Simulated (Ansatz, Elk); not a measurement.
**Bonding as seen by X-rays: CdSi2GeRu**

Structure refinements treat a crystal as free atoms side by side. For a made-up structure of CdSi2GeRu (cell and positions from a PBEsol relaxation) the runs below show what the calculated density changes in F(hkl).

Program: Elk 11.2.3 (patched build). Level of theory: DFT, PBE, all-electron APW+lo, Dirac cores, scalar-relativistic bands, static density, no spin. Results are calculated unless marked as measured.

The structure was built from a prototype and need not be the compound's stable phase.

### 1. Starting point

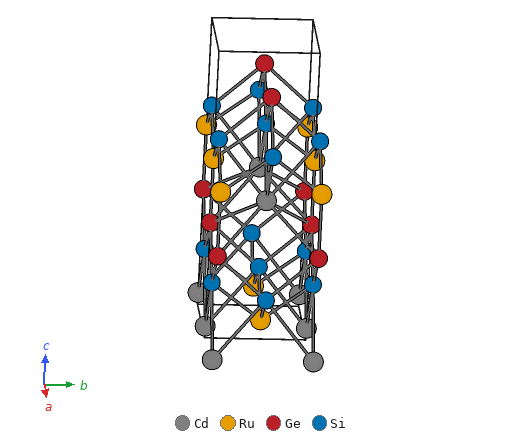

The starting structure, seen slightly off an axis (cadmium grey, ruthenium orange, germanium red, silicon blue). 2×1×1 cells are drawn. This picture shows the conventional cell, with its axes. Some periodic images of atoms are drawn too.

### 2. Ground state and structure factors

An all-electron density is needed, since X-rays see the cores too. Task 0 finds the density and task 195 Fourier-transforms it; tshift is off so that phases refer to the origin typed.

File elk.in:

```
tasks
  0
  195

xctype
  20

spinpol
  .false.

rgkmax
  7.0

gmaxvr
  14.0

lmaxo
  7

lmaxapw
  8

swidth
  0.002

tshift
  .false.

ramdisk
  .false.

hmaxvr
  5.5

maxscl
  120

epspot
  1e-06

sppath
  './'

avec
  -3.59440737949 3.59440737949 10.74679330299
  3.59440737949 -3.59440737949 10.74679330299
  3.59440737949 3.59440737949 -10.74679330299

atoms
  4
  'Cd.in'
  1
  0.0406012947 0.0406012947 -0.0000000000   0.000000 0.000000 0.000000
  'Ru.in'
  1
  0.6253577249 0.6253577249 -0.0000000000   0.000000 0.000000 0.000000
  'Ge.in'
  1
  0.4016559956 0.4016559956 -0.0000000000   0.000000 0.000000 0.000000
  'Si.in'
  2
  0.7514924924 0.2514924924 0.5000000000   0.000000 0.000000 0.000000
  0.2514924924 0.7514924924 0.5000000000   0.000000 0.000000 0.000000

ngridk
  8 8 8
```

Started as:

```
$ OMP_NUM_THREADS=4 elk
```

Numbers of over 12 decimals in the logs are rounded to 6 here.

The log of the run:

```text
┌─────────────────────────┐
│ Elk code version 11.2.3 │
└─────────────────────────┘

All units are atomic (Hartree, Bohr, etc.)

┌─────────────────────────────────────────────────┐
│ Ground-state run starting from atomic densities │
└─────────────────────────────────────────────────┘

Lattice vectors :
  -3.594407379       3.594407379       10.74679330
   3.594407379      -3.594407379       10.74679330
   3.594407379       3.594407379      -10.74679330

Reciprocal lattice vectors :
  0.3210462537E-16  0.8740224248      0.2923283779
  0.8740224248      0.3210462537E-16  0.2923283779
  0.8740224248      0.8740224248     -0.2310574998E-17

Unit cell volume      :    555.3841505
Brillouin zone volume :   0.4466281820

Muffin-tin inner radius fraction :   0.1000000000E-01

Nuclei treated as point charges

Species : 1 (Cd)
 parameters loaded from : Cd.in
 name : cadmium
 nuclear charge    :   -48.00000000
 electronic charge :    48.00000000
 atomic mass :    204912.7176
 muffin-tin radius :    2.600000000
 number of radial points in muffin-tin :   1193
 inner part over the whole radius :   0.9972693929E-02
 number on inner part of muffin-tin    :    850
 approximate nuclear radius :   0.8708852602E-04
 number of mesh points to nuclear radius :    426
 atomic positions (lattice), magnetic fields (Cartesian) :
  1 :   0.04060129  0.04060129  0.00000000    0.00000000  0.00000000  0.00000000

Species : 2 (Ru)
 parameters loaded from : Ru.in
 name : ruthenium
 nuclear charge    :   -44.00000000
 electronic charge :    44.00000000
 atomic mass :    184239.3393
 muffin-tin radius :    2.384814764
 number of radial points in muffin-tin :   1193
 inner part over the whole radius :   0.9946818994E-02
 number on inner part of muffin-tin    :    847
 approximate nuclear radius :   0.8462081736E-04
 number of mesh points to nuclear radius :    424
 atomic positions (lattice), magnetic fields (Cartesian) :
  1 :   0.62535772  0.62535772  0.00000000    0.00000000  0.00000000  0.00000000

Species : 3 (Ge)
 parameters loaded from : Ge.in
 name : germanium
 nuclear charge    :   -32.00000000
 electronic charge :    32.00000000
 atomic mass :    132414.6196
 muffin-tin radius :    2.373337729
 number of radial points in muffin-tin :    993
 inner part over the whole radius :   0.9939154365E-02
 number on inner part of muffin-tin    :    702
 approximate nuclear radius :   0.7637961215E-04
 number of mesh points to nuclear radius :    340
 atomic positions (lattice), magnetic fields (Cartesian) :
  1 :   0.40165600  0.40165600  0.00000000    0.00000000  0.00000000  0.00000000

Species : 4 (Si)
 parameters loaded from : Si.in
 name : silicon
 nuclear charge    :   -14.00000000
 electronic charge :    14.00000000
 atomic mass :    51196.73458
 muffin-tin radius :    2.040589666
 number of radial points in muffin-tin :    793
 inner part over the whole radius :   0.9935913707E-02
 number on inner part of muffin-tin    :    552
 approximate nuclear radius :   0.5963282101E-04
 number of mesh points to nuclear radius :    247
 atomic positions (lattice), magnetic fields (Cartesian) :
  1 :   0.75149249  0.25149249  0.50000000    0.00000000  0.00000000  0.00000000
  2 :   0.25149249  0.75149249  0.50000000    0.00000000  0.00000000  0.00000000

Total number of atoms per unit cell :    5
Total muffin-tin volume :    257.6176648
 ratio of muffin-tin to unit cell volume :   0.4638549093

Spin treatment :
 spin-unpolarised

Number of Bravais lattice symmetries :   16
Number of crystal symmetries         :    8
Crystal has no inversion symmetry
Complex Hermitian eigensolver will be used

k-point grid :      8     8     8
k-point offset :    0.000000000       0.000000000       0.000000000
k-point set is reduced with full crystal symmetry group
Total number of k-points :      100

Muffin-tin radius times maximum |G+k| :    7.000000000
 using average radius
Maximum |G+k| for APW functions       :    3.059619263
Maximum (1/2)|G+k|²                   :    4.680635016
[...]
Estimated indirect band gap :   0.5906621655E-03
 from k-point 64 to k-point 45
Estimated direct band gap   :   0.1928367964E-01
 at k-point 37

Charges :
 core                        :    96.00000000
 valence                     :    56.00000000
 interstitial                :    8.688645416
 muffin-tins (core leakage)
  species : 1 (Cd)
   atom 1                    :    46.39856718     (  0.2577236070E-03)
  species : 2 (Ru)
[...]
species : 3 (Ge)
[...]
species : 4 (Si)
[...]
total in muffin-tins        :    143.3113546
 total calculated charge     :    151.9926139
 total charge                :    152.0000000
 error                       :   0.7386101308E-02

RMS change in Kohn-Sham potential (target) :   0.3688580195     (  0.1000000000E-05)
Absolute change in total energy (target)   :   0.3511422902     (  0.1000000000E-03)

[... loops 3 to 16 left out ...]

┌──────────────────┐
│ Loop number : 17 │
└──────────────────┘

Energies :
 Fermi                       :     0.325620
 sum of occupied eigenvalues :     -7576.6443854590
 electron kinetic            :      13307.475242484
 core electron kinetic       :      12823.051355016
 Coulomb                     :     -25704.222083152
 Coulomb potential           :     -20349.745642531
 nuclear-nuclear             :     -1498.1183683224
 electron-nuclear            :     -28100.000713087
 Hartree                     :      3893.8969982570
 Madelung                    :     -15529.349261887
 xc potential                :     -534.37398541189
 exchange                    :     -402.66547546514
 correlation                 :     -7.633443
 electron entropic           :    -0.47862464167395E-03
 total energy                :     -12807.046238229

Density of states at Fermi energy :    35.18191287
 (states/Hartree/unit cell)

Estimated indirect band gap :   0.1573071869E-02
 from k-point 62 to k-point 7
Estimated direct band gap   :   0.1783102751E-01
 at k-point 41

Charges :
 core                        :    96.00000000
 valence                     :    56.00000000
 interstitial                :    8.484291623
 muffin-tins (core leakage)
  species : 1 (Cd)
[...]
species : 2 (Ru)
[...]
species : 3 (Ge)
[...]
species : 4 (Si)
[...]
total in muffin-tins        :    143.5157084
 total calculated charge     :    151.9928879
 total charge                :    152.0000000
 error                       :   0.7112090734E-02

RMS change in Kohn-Sham potential (target) :   0.4325621253E-06 (  0.1000000000E-05)
Absolute change in total energy (target)   :   0.5432206854E-04 (  0.1000000000E-03)

Convergence targets achieved

┌──────────────────┐
│ Loop number : 18 │
└──────────────────┘

Energies :
 Fermi                       :     0.325620
 sum of occupied eigenvalues :     -7576.6443795260
 electron kinetic            :      13307.475256443
 core electron kinetic       :      12823.051364111
 Coulomb                     :     -25704.222092172
 Coulomb potential           :     -20349.745631119
 nuclear-nuclear             :     -1498.1183683224
 electron-nuclear            :     -28100.000742740
 Hartree                     :      3893.8970188911
 Madelung                    :     -15529.349276612
 xc potential                :     -534.37400485036
 exchange                    :     -402.66547602257
 correlation                 :     -7.633443
 electron entropic           :    -0.47862418851147E-03
 total energy                :     -12807.046233838

Density of states at Fermi energy :    35.18187643
 (states/Hartree/unit cell)

Estimated indirect band gap :   0.1573105190E-02
 from k-point 62 to k-point 7
Estimated direct band gap   :   0.1783103114E-01
 at k-point 41

Charges :
 core                        :    96.00000000
 valence                     :    56.00000000
 interstitial                :    8.484290853
 muffin-tins (core leakage)
  species : 1 (Cd)
[...]
species : 2 (Ru)
[...]
species : 3 (Ge)
   atom 1                    :    30.56876902     (  0.3936210949E-03)
  species : 4 (Si)
   atom 1                    :    11.85129066     (  0.2999062064E-02)
   atom 2                    :    11.85129066     (  0.2999062064E-02)
 total in muffin-tins        :    143.5157091
 total calculated charge     :    151.9928879
 total charge                :    152.0000000
 error                       :   0.7112091224E-02

┌──────────────────────────────┐
│ Self-consistent loop stopped │
└──────────────────────────────┘

Warning : core states of species 1 leak from the muffin-tin :   0.2427850726E-03

Warning : core states of species 3 leak from the muffin-tin :   0.3936210949E-03

Warning : core states of species 4 leak from the muffin-tin :   0.2999062064E-02

Wrote STATE.OUT
```

Elapsed: 94 s, on 4 threads of Arm Neoverse V1, shared host; peak memory 0.2 GiB; 5.5 min of CPU time.

SFACRHO.OUT:

```text

h k l indices transformed by vhmat matrix:
   1.000000000       0.000000000       0.000000000    
   0.000000000       1.000000000       0.000000000    
   0.000000000       0.000000000       1.000000000    

      h      k      l  multipl.   |H|            Re(F)            Im(F)           |F|

      0      0      0      1   0.0000000       152.00000      0.63660965E-17   152.00000    
      1      1     -1      1  0.58465676       24.114837       34.850799       42.380462    
     -1     -1      1      1  0.58465676       24.114837      -34.850799       42.380462    
      0      1      0      4  0.92161330      -9.0509264     -0.42768698       9.0610256    
      0     -1      1      4  0.92161330      -9.0509264      0.42768698       9.0610256    
     -2     -2      2      1   1.1693135      -15.734871      -18.256974       24.101935    
      2      2     -2      1   1.1693135      -15.734871       18.256974       24.101935    
      0      0      1      4   1.2360544       81.440209     -0.77911624E-14   81.440209    
     -1     -2      2      4   1.2381511       61.430824      -27.549564       67.325513    
      2      1     -2      4   1.2381511       61.430824       27.549564       67.325513    
      0      2     -1      4   1.3673529       60.870291       29.822430       67.783255    
     -2      0      1      4   1.3673529       60.870291      -29.822430       67.783255    
     -2     -2      3      4   1.7015065      -49.030736      -14.823783       51.222628    
      1      3     -2      4   1.7015065      -49.030736       14.823783       51.222628    
      2      3     -3      4   1.7030303       55.885215       58.005216       80.546646    
     -2     -3      3      4   1.7030303       55.885215      -58.005216       80.546646    
     -1      1      1      4   1.7480448       107.15199      0.20548694E-14   107.15199    
     -3     -3      3      1   1.7539703      -34.690493      -15.180317       37.866506
```

Elk indexes on the primitive cell of elk.in and gives |H| = 4π sin θ/λ in inverse bohr. Below, one row stands for each form hkl of the conventional cell (m members, Friedel mates merged), F is for one primitive cell and the density is static (no thermal factor). Free-atom factors are Waasmaier and Kirfel's, and R is Σm||F|−|F'||/Σm|F|.

| hkl | m | sin θ/λ (Å⁻¹) | abs F, DFT | neutral atoms | diff. | abs of complex diff. |
| --- | --- | --- | --- | --- | --- | --- |
| 002 | 2 | 0.088 | 42.380 | 42.458 | -0.078 | 0.278 |
| 101 | 8 | 0.139 | 9.061 | 8.822 | +0.239 | 0.239 |
| 004 | 2 | 0.176 | 24.102 | 24.251 | -0.149 | 0.164 |
| 110 | 4 | 0.186 | 81.440 | 81.845 | -0.405 | 0.405 |
| 103 | 8 | 0.186 | 67.326 | 67.308 | +0.018 | 0.175 |
| 112 | 8 | 0.206 | 67.783 | 67.989 | -0.206 | 0.245 |
| 114 | 8 | 0.256 | 51.223 | 51.606 | -0.383 | 0.408 |
| 105 | 8 | 0.256 | 80.547 | 81.037 | -0.490 | 0.515 |
| 200 | 4 | 0.263 | 107.152 | 107.703 | -0.551 | 0.551 |
| 006 | 2 | 0.264 | 37.867 | 38.280 | -0.414 | 0.495 |
| 202 | 8 | 0.277 | 32.993 | 32.991 | +0.003 | 0.147 |
| 211 | 16 | 0.297 | 6.809 | 6.978 | -0.169 | 0.171 |
| 204 | 8 | 0.316 | 19.558 | 19.523 | +0.036 | 0.088 |
| 213 | 16 | 0.322 | 54.288 | 54.563 | -0.275 | 0.275 |
| 116 | 8 | 0.323 | 15.507 | 15.609 | -0.102 | 0.108 |
| 107 | 8 | 0.335 | 36.552 | 36.388 | +0.164 | 0.192 |
| 008 | 2 | 0.352 | 59.238 | 59.430 | -0.192 | 0.230 |
| 215 | 16 | 0.367 | 68.390 | 68.280 | +0.110 | 0.112 |

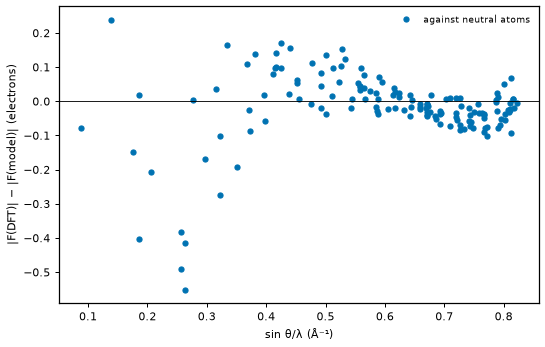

Difference between the calculated structure factors and the independent-atom ones.

### 3. The highest occupied states alone

An energy window below the Fermi level keeps the highest occupied states, to see at which angles they scatter; shallow core shells can lie inside it and anion s states outside. No new self-consistency is needed.

Changes to elk.in since step 2:

```diff
@@ -1,3 +1,2 @@
 tasks
-  0
   195
@@ -40,2 +39,5 @@
 
+wsfac
+  -0.115370 0.625620
+
 sppath
```

Started as:

```
$ OMP_NUM_THREADS=4 elk
```

The log of the run:

```text
┌─────────────────────────────────┐
│ Elk code version 11.2.3 started │
└─────────────────────────────────┘

Info(readinput): the functional depends on the density's gradient
 muffin-tin radial points multiplied by    2.00000
 (not where nrmtscf is given)

┌────────────────────┐
│ Current task : 195 │
└────────────────────┘
Info(checkmt): changed muffin-tin radius of species 2 (Ru) from   2.6000 to   2.3848
Info(checkmt): changed muffin-tin radius of species 3 (Ge) from   2.4000 to   2.3733
Info(checkmt): changed muffin-tin radius of species 4 (Si) from   2.2000 to   2.0406

Info(sfacrho): density structure factors written to SFACRHO.OUT

 Energy window :  -0.1153700000      0.6256200000

┌──────────────────┐
│ Elk code stopped │
└──────────────────┘
```

Run time: 15 s. Hardware: 4 threads; peak memory 0.2 GiB; 22 s of CPU time.

States within 12 eV below the Fermi level hold 31.34 electrons; any levels below the window count with the cores, and a count that is not whole means the window cuts a band. Their amplitudes can exceed the total, where window and core parts have opposite phase:

| hkl | sin θ/λ (Å⁻¹) | abs F, window | abs F, all |
| --- | --- | --- | --- |
| 002 | 0.088 | 9.810 | 42.380 |
| 101 | 0.139 | 3.216 | 9.061 |
| 004 | 0.176 | 5.058 | 24.102 |
| 110 | 0.186 | 8.377 | 81.440 |
| 103 | 0.186 | 7.440 | 67.326 |
| 112 | 0.206 | 7.476 | 67.783 |
| 114 | 0.256 | 3.426 | 51.223 |
| 105 | 0.256 | 5.212 | 80.547 |
| 200 | 0.263 | 5.015 | 107.152 |
| 006 | 0.264 | 2.511 | 37.867 |

### 4. Another functional

The difference from free atoms is small, so it is set against the change that PBEsol makes.

Changes to elk.in since step 3:

```diff
@@ -1,2 +1,3 @@
 tasks
+  0
   195
@@ -4,3 +5,3 @@
 xctype
-  20
+  22
 
@@ -39,5 +40,2 @@
 
-wsfac
-  -0.115370 0.625620
-
 sppath
```

Started as:

```
$ OMP_NUM_THREADS=4 elk
```

The log of the run:

```text
┌─────────────────────────┐
│ Elk code version 11.2.3 │
└─────────────────────────┘

All units are atomic (Hartree, Bohr, etc.)

┌─────────────────────────────────────────────────┐
│ Ground-state run starting from atomic densities │
└─────────────────────────────────────────────────┘

Lattice vectors :
  -3.594407379       3.594407379       10.74679330
   3.594407379      -3.594407379       10.74679330
   3.594407379       3.594407379      -10.74679330

Reciprocal lattice vectors :
  0.3210462537E-16  0.8740224248      0.2923283779
[...]
atom 2                    :    11.84711586     (  0.3032882449E-02)
 total in muffin-tins        :    143.5067036
 total calculated charge     :    151.9928057
 total charge                :    152.0000000
 error                       :   0.7194275971E-02

┌──────────────────────────────┐
│ Self-consistent loop stopped │
└──────────────────────────────┘

Warning : core states of species 1 leak from the muffin-tin :   0.2455014580E-03

Warning : core states of species 3 leak from the muffin-tin :   0.3991287098E-03

Warning : core states of species 4 leak from the muffin-tin :   0.3032882449E-02

Wrote STATE.OUT
[key lines of the parts left out:]
total energy                :     -12799.607645815
```

Wall time 90 s (4 threads); peak memory 0.2 GiB; 5.2 min of CPU time.

Against the first run R = 0.02 %; the largest change is -0.028 at 112.

### 5. Basis size

The basis and the expansions that go with it are enlarged, to see whether the differences are converged.

Changes to elk.in since step 4:

```diff
@@ -5,3 +5,3 @@
 xctype
-  22
+  20
 
@@ -11,12 +11,12 @@
 rgkmax
-  7.0
+  8.5
 
 gmaxvr
-  14.0
+  18.0
 
 lmaxo
-  7
+  9
 
 lmaxapw
-  8
+  10
```

Started as:

```
$ OMP_NUM_THREADS=4 elk
```

The log of the run:

```text
┌─────────────────────────┐
│ Elk code version 11.2.3 │
└─────────────────────────┘

All units are atomic (Hartree, Bohr, etc.)

┌─────────────────────────────────────────────────┐
│ Ground-state run starting from atomic densities │
└─────────────────────────────────────────────────┘

Lattice vectors :
  -3.594407379       3.594407379       10.74679330
   3.594407379      -3.594407379       10.74679330
   3.594407379       3.594407379      -10.74679330

Reciprocal lattice vectors :
  0.3210462537E-16  0.8740224248      0.2923283779
[...]
atom 2                    :    11.85223167     (  0.2999621529E-02)
 total in muffin-tins        :    143.5384315
 total calculated charge     :    151.9934549
 total charge                :    152.0000000
 error                       :   0.6545142721E-02

┌──────────────────────────────┐
│ Self-consistent loop stopped │
└──────────────────────────────┘

Warning : core states of species 1 leak from the muffin-tin :   0.2429365557E-03

Warning : core states of species 3 leak from the muffin-tin :   0.3933510216E-03

Warning : core states of species 4 leak from the muffin-tin :   0.2999621529E-02

Wrote STATE.OUT
[key lines of the parts left out:]
total energy                :     -12807.059770866
```

Run time: 4.2 min. Hardware: 4 threads; peak memory 0.38 GiB.

Against the first run R = 0.01 %; the largest change is -0.011 at 0 0 10.

### 6. Settings against the effect

```
                              run  R against the first run (%)  R against neutral atoms, low angle (%)  wall time
                    PBE, rgkmax 7                         0.00                                    0.52       94 s
                           PBEsol                         0.02                                    0.53       90 s
rgkmax 8.5 with larger expansions                         0.01                                    0.52    4.2 min
```

### 7. What came out

- R against neutral atoms, sin θ/λ < 0.3 Å⁻¹: 0.52 %
- R against neutral atoms, 0.3 to 0.82 Å⁻¹: 0.16 %

**Reading.** Independent neutral atoms miss the calculated amplitudes by R = 0.52 % below 0.3 Å⁻¹ and 0.16 % from there to 0.82 Å⁻¹; by shells, 1.31 % below 0.15 Å⁻¹ (2 forms), 0.49 % 0.15 to 0.3 (10 forms), 0.28 % 0.3 to 0.45 (19 forms), 0.14 % above 0.45 (115 forms). Bonding, aspherical density and the tables' own atoms all enter these figures, and the runs don't part them. The largest change of an amplitude is -0.55 electrons, at 200. R counts amplitudes alone; phases shift too. The window's part falls from 31.3 electrons at the origin to at most 0.60 between 0.45 and 0.82 Å⁻¹. Below 0.3 Å⁻¹ the changes that finished (PBEsol and rgkmax 8.5 with larger expansions) move F by R = 0.03 % at most, against the 0.52 % that separates it from free atoms. The k-mesh has no finished test. These runs have no spin, though d or f shells may be open. Part of the difference isn't bonding: the tables are fits to free atoms and ions calculated by other methods than this functional. Thermal motion, anomalous dispersion and extinction are left out.

[Logs are printed without paths, hosts, clocks, repeated set-up lines and the standing remarks that a program may print on its own settings, such as how far it seeks lower states.]

[Hosts, paths, dates, database ids (printed as entryN), source tags and the programs' standing remarks are cut or masked in the printed files.]
